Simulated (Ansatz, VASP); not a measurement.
**ScGa3 in two plane-wave programs**

One calculation is typed for both programs; each brings its own data sets and cutoff. How far apart do they land? The cell comes out of earlier VASP steps on this material, which relaxed, scaled or displaced it; both programs get it as it stands.

Program: Ansatz 0.2.0. Level of theory: plane waves, with VASP 6.6.1 beside it; zone-centre phonons at LDA. Results are calculated unless marked as measured.

## Step 1: The starting structure

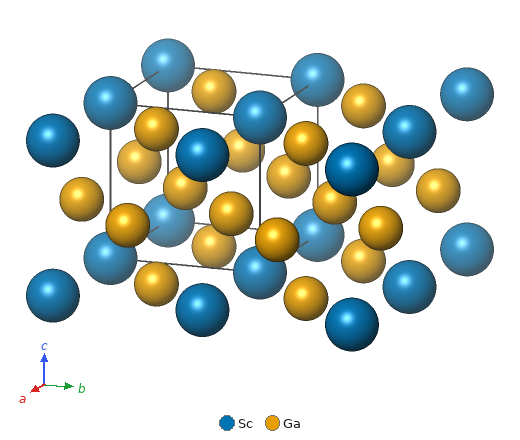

Start, viewed slightly off an axis; scandium blue, gallium orange. 2×2×1 cells are drawn. Some periodic images of atoms are drawn too.

As a file:

```cif
data_structure
_symmetry_space_group_name_H-M 'Pm-3m'
_symmetry_Int_Tables_number 221
_cell_length_a 3.9919
_cell_length_b 3.9919
_cell_length_c 3.9919
_cell_angle_alpha 90.000
_cell_angle_beta 90.000
_cell_angle_gamma 90.000
_cell_volume 63.61
loop_
_atom_site_label
_atom_site_type_symbol
_atom_site_symmetry_multiplicity
_atom_site_Wyckoff_symbol
_atom_site_fract_x
_atom_site_fract_y
_atom_site_fract_z
_atom_site_occupancy
Sc1 Sc 1 a 0.00000 0.00000 0.00000 1
Ga1 Ga 3 c 0.00000 0.50000 0.50000 1
```

## Step 2: VASP: zone-centre phonons, LDA

Second derivatives magnify differences that forces hide, and they need a tight electronic threshold.

Lines of VASP's logs that name or quote its potential files are left out, and so is its time.

INCAR reads:

```
SYSTEM = ScGa3
PREC = Accurate
ENCUT = 400
EDIFF = 1E-08
NELM = 100
ISMEAR = 1
SIGMA = 0.2
LREAL = .FALSE.
ALGO = Normal
GGA = CA
NBANDS = 31
LASPH = .TRUE.
LORBIT = 11
LWAVE = .FALSE.
LCHARG = .FALSE.
KPAR = 4
IBRION = 8
ISIF = 2
```

POSCAR reads:

```
ScGa3
1.0
    3.9918721828      0.0000000000      0.0000000000
    0.0000000000      3.9918721828      0.0000000000
    0.0000000000      0.0000000000      3.9918721828
Sc Ga
1 3
Direct
    0.0000000000      0.0000000000      0.0000000000
    0.0000000000      0.5000000000      0.5000000000
    0.5000000000      0.0000000000      0.5000000000
    0.5000000000      0.5000000000      0.0000000000
```

KPOINTS reads:

```
Automatic mesh
0
Gamma
10 10 10
0 0 0
```

The projector-augmented-wave data sets are Sc_sv and Ga_d (LDA family, release 64).

On the command line:

```sh
$ mpirun -np 4 vasp_std
```

Numbers of over 12 decimals in the logs are rounded to 6 here.

The log of the run:

```text
[banner, memory and clock lines left out]
running    4 mpi-ranks, on    1 nodes
 distrk:  each k-point on    1 cores,    4 groups
 distr:  one band on    1 cores,    1 groups

 POSCAR found type information on POSCAR ScGa
 POSCAR found :  2 types and       4 ions
 LDA part: xc-table for (Slater(with rela. corr.)+CA(PZ))
 , standard interpolation
 POSCAR, INCAR and KPOINTS ok, starting setup
 FFT: planning ... GRIDC
 FFT: planning ... GRID_SOFT
 FFT: planning ... GRID
 WAVECAR not read
 entering main loop
       N       E                     dE             d eps       ncg     rms          rms(c)
DAV:   1     0.374995498239E+03    0.37500E+03   -0.20297E+04  3552   0.247E+03
DAV:   2     0.213009860063E+02   -0.35369E+03   -0.34733E+03  3510   0.581E+02
DAV:   3    -0.195269111926E+02   -0.40828E+02   -0.39957E+02  4642   0.170E+02
DAV:   4    -0.208391943184E+02   -0.13123E+01   -0.12898E+01  4589   0.304E+01
DAV:   5    -0.208717964887E+02   -0.32602E-01   -0.32574E-01  4560   0.492E+00    0.930E+00
DAV:   6    -0.199329239387E+02    0.93887E+00   -0.32124E+00  4766   0.159E+01    0.318E+00
DAV:   7    -0.198541771386E+02    0.78747E-01   -0.15613E-01  4513   0.397E+00    0.181E+00
DAV:   8    -0.198277400752E+02    0.26437E-01   -0.56470E-02  4767   0.174E+00    0.206E-01
DAV:   9    -0.198269181883E+02    0.82189E-03   -0.78148E-03  4389   0.106E+00    0.713E-02
DAV:  10    -0.198268665672E+02    0.51621E-04   -0.63557E-04  5273   0.272E-01    0.458E-02
DAV:  11    -0.198268407324E+02    0.25835E-04   -0.24246E-04  4893   0.178E-01    0.143E-02
DAV:  12    -0.198268395917E+02    0.11407E-05   -0.23122E-05  5212   0.482E-02    0.368E-03
DAV:  13    -0.198268394976E+02    0.94017E-07   -0.11330E-06  5253   0.932E-03    0.260E-03
DAV:  14    -0.198268394505E+02    0.47115E-07   -0.26337E-07  4830   0.563E-03    0.275E-04
DAV:  15    -0.198268394498E+02    0.69485E-09   -0.83936E-09  2488   0.109E-03
   1 F= -.19826839E+02 E0= -.19826491E+02  d E =-.104447E-02
 Linear response reoptimize wavefunctions to high precision
DAV:   1    -0.198268394500E+02   -0.13733E-09   -0.23353E-09  2452   0.636E-04
DAV:   2    -0.198268394500E+02   -0.50932E-10   -0.86275E-10  2044   0.389E-04
 Linear response DOF=           3
 Linear response progress:
  Degree of freedom:   1/  3
       N       E                     dE             d eps       ncg     rms          rms(c)
RMM:   1    -0.749299251851E+00   -0.74930E+00   -0.99012E+01  8262   0.116E+02
RMM:   2    -0.744721026938E+00    0.45782E-02   -0.21521E-01 13095   0.280E+00    0.148E-01
RMM:   3    -0.746811413325E+00   -0.20904E-02   -0.32773E-02 14430   0.912E-01    0.413E-02
RMM:   4    -0.746036960835E+00    0.77445E-03   -0.21024E-03 15472   0.279E-01    0.341E-02
RMM:   5    -0.746119027085E+00   -0.82066E-04   -0.33302E-04 16069   0.975E-02    0.108E-02
RMM:   6    -0.746160401082E+00   -0.41374E-04   -0.41115E-05 15436   0.316E-02    0.788E-03
RMM:   7    -0.746243915659E+00   -0.83515E-04   -0.97814E-06 16506   0.117E-02    0.385E-04
RMM:   8    -0.746243873295E+00    0.42364E-07   -0.28273E-06 15996   0.456E-03    0.417E-04
RMM:   9    -0.746251008609E+00   -0.71353E-05   -0.98423E-07 15907   0.201E-03    0.136E-04
RMM:  10    -0.746252511722E+00   -0.15031E-05   -0.31961E-07 16262   0.875E-04    0.849E-05
RMM:  11    -0.746254052909E+00   -0.15412E-05   -0.11321E-07 16061   0.419E-04    0.324E-05
RMM:  12    -0.746255200371E+00   -0.11475E-05   -0.52035E-08 16532   0.236E-04    0.127E-05
RMM:  13    -0.746254932587E+00    0.26778E-06   -0.21134E-08 15714   0.146E-04    0.535E-06
RMM:  14    -0.746254876596E+00    0.55991E-07   -0.10339E-08 15263   0.101E-04    0.362E-06
RMM:  15    -0.746254877083E+00   -0.48731E-09   -0.53514E-09 11007   0.773E-05    0.506E-06
 first order change of Fermi-energy   0.56959E-03
 force on displaced ion       1 direction 1 :  -8.641  -0.000   0.000
 Linear response progress:
  Degree of freedom:   2/  3
       N       E                     dE             d eps       ncg     rms          rms(c)
RMM:   1    -0.168066978527E+00   -0.16807E+00    0.17616E-01 10395   0.577E+00
RMM:   2    -0.167712344058E+00    0.35463E-03   -0.36222E-02 14866   0.118E+00    0.305E-02
RMM:   3    -0.167937648593E+00   -0.22530E-03   -0.50346E-03 15591   0.372E-01    0.212E-02
RMM:   4    -0.167986784686E+00   -0.49136E-04   -0.57567E-04 15496   0.989E-02    0.118E-02
RMM:   5    -0.168011698407E+00   -0.24914E-04   -0.76263E-05 15243   0.347E-02    0.220E-03
RMM:   6    -0.168008134599E+00    0.35638E-05   -0.79939E-06 15688   0.126E-02    0.391E-04
RMM:   7    -0.168005739683E+00    0.23949E-05   -0.28691E-06 16007   0.497E-03    0.161E-04
RMM:   8    -0.168004193025E+00    0.15467E-05   -0.60781E-07 16199   0.207E-03    0.628E-05
RMM:   9    -0.168003887442E+00    0.30558E-06   -0.26384E-07 15898   0.908E-04    0.257E-05
RMM:  10    -0.168003610816E+00    0.27663E-06   -0.39817E-08 16119   0.443E-04    0.930E-06
RMM:  11    -0.168003495355E+00    0.11546E-06   -0.39263E-08 15855   0.232E-04    0.266E-06
RMM:  12    -0.168003486702E+00    0.86525E-08   -0.58756E-09 17076   0.138E-04    0.106E-06
 first order change of Fermi-energy  -0.50909E-04
 force on displaced ion       2 direction 1 :  -3.910   0.000  -0.000
 Linear response progress:
  Degree of freedom:   3/  3
       N       E                     dE             d eps       ncg     rms          rms(c)
RMM:   1    -0.171048681597E+00   -0.17105E+00    0.67280E-02 19082   0.666E+00
RMM:   2    -0.168683437098E+00    0.23652E-02   -0.40010E-02 25357   0.118E+00    0.362E-02
RMM:   3    -0.168806396482E+00   -0.12296E-03   -0.44711E-03 26747   0.366E-01    0.265E-02
RMM:   4    -0.168879221793E+00   -0.72825E-04   -0.63642E-04 25776   0.116E-01    0.647E-03
RMM:   5    -0.168882087952E+00   -0.28662E-05   -0.82960E-05 26990   0.424E-02    0.312E-03
RMM:   6    -0.168882635964E+00   -0.54801E-06   -0.43242E-05 26945   0.158E-02    0.668E-04
RMM:   7    -0.168877332996E+00    0.53030E-05   -0.12590E-05 27589   0.614E-03    0.230E-04
RMM:   8    -0.168875936954E+00    0.13960E-05   -0.84995E-06 28167   0.255E-03    0.132E-04
RMM:   9    -0.168873098436E+00    0.28385E-05   -0.33260E-06 27893   0.118E-03    0.359E-05
RMM:  10    -0.168873243415E+00   -0.14498E-06   -0.91395E-07 26852   0.585E-04    0.135E-05
RMM:  11    -0.168873258584E+00   -0.15169E-07   -0.11017E-06 28468   0.314E-04    0.919E-06
RMM:  12    -0.168873062783E+00    0.19580E-06   -0.45454E-07 27736   0.190E-04    0.264E-06
RMM:  13    -0.168873013364E+00    0.49419E-07   -0.15809E-07 31424   0.129E-04    0.191E-06
RMM:  14    -0.168872959735E+00    0.53629E-07   -0.94826E-08 31543   0.997E-05    0.111E-06
RMM:  15    -0.168872974791E+00   -0.15056E-07   -0.41594E-08 31123   0.823E-05    0.587E-07
RMM:  16    -0.168872967463E+00    0.73286E-08   -0.21877E-08 29421   0.724E-05    0.298E-07
 first order change of Fermi-energy  -0.55449E-05
 force on displaced ion       2 direction 2 :   0.000  -5.725   0.000
 Linear response finished
```

From OUTCAR (step 2):

```text
ion  position               nearest neighbor table
   1  0.000  0.000  0.000-   2 2.82   3 2.82   4 2.82   2 2.82   3 2.82   2 2.82   4 2.82   2 2.82
                             3 2.82   4 2.82   3 2.82   4 2.82
   2  0.000  0.500  0.500-   1 2.82   3 2.82   4 2.82   1 2.82   4 2.82   1 2.82   3 2.82   1 2.82
                             3 2.82   4 2.82   4 2.82   3 2.82
   3  0.500  0.000  0.500-   1 2.82   2 2.82   4 2.82   1 2.82   4 2.82   2 2.82   4 2.82   4 2.82
                             1 2.82   2 2.82   1 2.82   2 2.82
   4  0.500  0.500  0.000-   1 2.82   2 2.82   3 2.82   2 2.82   3 2.82   1 2.82   3 2.82   3 2.82
                             1 2.82   2 2.82   2 2.82   1 2.82

  LATTYP: Found a simple cubic cell.
 ALAT       =     3.9918721828

 Subroutine GETGRP returns: Found 48 space group operations
 (whereof 48 operations were pure point group operations)

The static configuration has the point symmetry O_h .

 Found     56 irreducible k-points:

   k-points           NKPTS =     56   k-points in BZ     NKDIM =     56   number of bands    NBANDS=     31

   dimension x,y,z NGX =    28 NGY =   28 NGZ =   28
   dimension x,y,z NGXF=    56 NGYF=   56 NGZF=   56

   ENCUT  =  400.0 eV  29.40 Ry    5.42 a.u.   6.51  6.51  6.51*2*pi/ulx,y,z

   NELECT =      50.0000    total number of electrons

 k-points in reciprocal lattice and weights: Automatic mesh
   0.00000000  0.00000000  0.00000000       0.001
   0.10000000  0.00000000  0.00000000       0.006
   0.20000000  0.00000000  0.00000000       0.006
   0.30000000  0.00000000  0.00000000       0.006
   0.40000000  0.00000000  0.00000000       0.006
   0.50000000  0.00000000  0.00000000       0.003
   0.10000000  0.10000000  0.00000000       0.012
   0.20000000  0.10000000  0.00000000       0.024
   0.30000000  0.10000000  0.00000000       0.024
[...]
0.50000000  0.50000000  0.40000000       0.006
   0.50000000  0.50000000  0.50000000       0.001

 average (electrostatic) potential at core
       1 -43.3938       2 -64.5432       3 -64.5432       4 -64.5432

  Total        0.1332877      0.1332877      0.1332877      0.0000000      0.0000000     -0.0000000
  in kB        3.3571506      3.3571506      3.3571506      0.0000000      0.0000000     -0.0000000
  external PRESSURE =       3.3571506 kB  Pullay stress =       0.0000000 kB

  energy-cutoff  :      400.00
  volume of cell :       63.61
      direct lattice vectors                 reciprocal lattice vectors
     3.991872183  0.000000000  0.000000000     0.250509023  0.000000000  0.000000000
     0.000000000  3.991872183  0.000000000     0.000000000  0.250509023  0.000000000
     0.000000000  0.000000000  3.991872183     0.000000000  0.000000000  0.250509023

 POSITION                                       TOTAL-FORCE (eV/Angst)
 -----------------------------------------------------------------------------------
      0.00000      0.00000      0.00000         0.000000      0.000000      0.000000
      0.00000      1.99594      1.99594         0.000000      0.000000      0.000000
      1.99594      0.00000      1.99594         0.000000      0.000000      0.000000
      1.99594      1.99594      0.00000         0.000000      0.000000      0.000000
 -----------------------------------------------------------------------------------
    total drift:                                0.000000      0.000000      0.000000

 Eigenvectors and eigenvalues of the dynamical matrix
 ----------------------------------------------------

   1 f  =    8.054481 THz    50.607794 2PiTHz  268.668554 cm-1    33.310640 meV
             X         Y         Z           dx          dy          dz
      0.000000  0.000000  0.000000     0.033938    0.826293    0.050534
      0.000000  1.995936  1.995936     0.004452   -0.387357   -0.023690
      1.995936  0.000000  1.995936    -0.015910    0.108399   -0.023690
      1.995936  1.995936  0.000000    -0.015910   -0.387357    0.006629

   2 f  =    8.054481 THz    50.607794 2PiTHz  268.668554 cm-1    33.310640 meV
             X         Y         Z           dx          dy          dz
      0.000000  0.000000  0.000000     0.662182    0.003257   -0.497967
      0.000000  1.995936  1.995936     0.086870   -0.001527    0.233441
      1.995936  0.000000  1.995936    -0.310423    0.000427    0.233441
      1.995936  1.995936  0.000000    -0.310423   -0.001527   -0.065327

   3 f  =    8.054481 THz    50.607794 2PiTHz  268.668554 cm-1    33.310640 meV
             X         Y         Z           dx          dy          dz
      0.000000  0.000000  0.000000    -0.496820    0.060785   -0.660259
      0.000000  1.995936  1.995936    -0.065176   -0.028495    0.309522
      1.995936  0.000000  1.995936     0.232903    0.007974    0.309522
      1.995936  1.995936  0.000000     0.232903   -0.028495   -0.086617

   4 f  =    4.252198 THz    26.717346 2PiTHz  141.838048 cm-1    17.585669 meV
             X         Y         Z           dx          dy          dz
      0.000000  0.000000  0.000000     0.026332    0.366355    0.003540
      0.000000  1.995936  1.995936    -0.060641    0.272696    0.002635
      1.995936  0.000000  1.995936     0.019600   -0.843698    0.002635
      1.995936  1.995936  0.000000     0.019600    0.272696   -0.008152

   5 f  =    4.252198 THz    26.717346 2PiTHz  141.838048 cm-1    17.585669 meV
             X         Y         Z           dx          dy          dz
      0.000000  0.000000  0.000000     0.358402   -0.026494    0.075950
      0.000000  1.995936  1.995936    -0.825381   -0.019721    0.056533
      1.995936  0.000000  1.995936     0.266775    0.061015    0.056533
      1.995936  1.995936  0.000000     0.266775   -0.019721   -0.174909

   6 f  =    4.252198 THz    26.717346 2PiTHz  141.838048 cm-1    17.585669 meV
             X         Y         Z           dx          dy          dz
      0.000000  0.000000  0.000000    -0.076006    0.001991    0.359362
      0.000000  1.995936  1.995936     0.175039    0.001482    0.267490
      1.995936  0.000000  1.995936    -0.056575   -0.004585    0.267490
      1.995936  1.995936  0.000000    -0.056575    0.001482   -0.827593

   7 f  =    4.225610 THz    26.550291 2PiTHz  140.951178 cm-1    17.475711 meV
             X         Y         Z           dx          dy          dz
      0.000000  0.000000  0.000000     0.000000    0.000000   -0.000000
      0.000000  1.995936  1.995936    -0.000000    0.319523   -0.630790
      1.995936  0.000000  1.995936    -0.003080   -0.000000    0.630790
      1.995936  1.995936  0.000000     0.003080   -0.319523    0.000000

   8 f  =    4.225610 THz    26.550291 2PiTHz  140.951178 cm-1    17.475711 meV
             X         Y         Z           dx          dy          dz
      0.000000  0.000000  0.000000    -0.000000   -0.000000    0.000000
      0.000000  1.995936  1.995936     0.000000   -0.609235   -0.309492
      1.995936  0.000000  1.995936     0.181790    0.000000    0.309492
      1.995936  1.995936  0.000000    -0.181790    0.609235   -0.000000

   9 f  =    4.225610 THz    26.550291 2PiTHz  140.951178 cm-1    17.475711 meV
             X         Y         Z           dx          dy          dz
      0.000000  0.000000  0.000000     0.000000    0.000000   -0.000000
      0.000000  1.995936  1.995936    -0.000000   -0.163518   -0.079492
      1.995936  0.000000  1.995936    -0.683332   -0.000000    0.079492
      1.995936  1.995936  0.000000     0.683332    0.163518    0.000000

  10 f/i=    0.015068 THz     0.094674 2PiTHz    0.502610 cm-1     0.062316 meV
             X         Y         Z           dx          dy          dz
      0.000000  0.000000  0.000000    -0.022941   -0.421603   -0.018347
      0.000000  1.995936  1.995936    -0.028342   -0.522552   -0.022740
      1.995936  0.000000  1.995936    -0.028434   -0.520864   -0.022740
      1.995936  1.995936  0.000000    -0.028434   -0.522552   -0.022666

  11 f/i=    0.015068 THz     0.094674 2PiTHz    0.502610 cm-1     0.062316 meV
             X         Y         Z           dx          dy          dz
      0.000000  0.000000  0.000000     0.211673   -0.027391    0.364768
      0.000000  1.995936  1.995936     0.261509   -0.033950    0.452109
      1.995936  0.000000  1.995936     0.262357   -0.033840    0.452109
      1.995936  1.995936  0.000000     0.262357   -0.033950    0.450648

  12 f/i=    0.015068 THz     0.094674 2PiTHz    0.502610 cm-1     0.062316 meV
             X         Y         Z           dx          dy          dz
      0.000000  0.000000  0.000000    -0.365075    0.010611    0.212648
      0.000000  1.995936  1.995936    -0.451027    0.013152    0.263565
      1.995936  0.000000  1.995936    -0.452489    0.013110    0.263565
      1.995936  1.995936  0.000000    -0.452489    0.013152    0.262714

 ELASTIC MODULI CONTR FROM IONIC RELAXATION (kBar)
 Direction    XX          YY          ZZ          XY          YZ          ZX
 --------------------------------------------------------------------------------
 XX           0.0000      0.0000      0.0000      0.0000      0.0000      0.0000
 YY           0.0000      0.0000      0.0000      0.0000      0.0000      0.0000
 ZZ           0.0000      0.0000      0.0000      0.0000      0.0000      0.0000
 XY           0.0000      0.0000      0.0000      0.0000      0.0000      0.0000
 YZ           0.0000      0.0000      0.0000      0.0000      0.0000      0.0000
 ZX           0.0000      0.0000      0.0000      0.0000      0.0000      0.0000
 --------------------------------------------------------------------------------
```

Energies printed during the response cycles are not total energies of the cell.

[end of part 1 of 2]

[Lines on the potential files, build, host, timing and source positions are cut from VASP's logs without a mark.]

[Logs are printed without paths, hosts, clocks, repeated set-up lines and the standing remarks that a program may print on its own settings, such as how far it seeks lower states.]

[Hosts, paths, dates, database ids (printed as entryN), source tags and the programs' standing remarks are cut or masked in the printed files.]
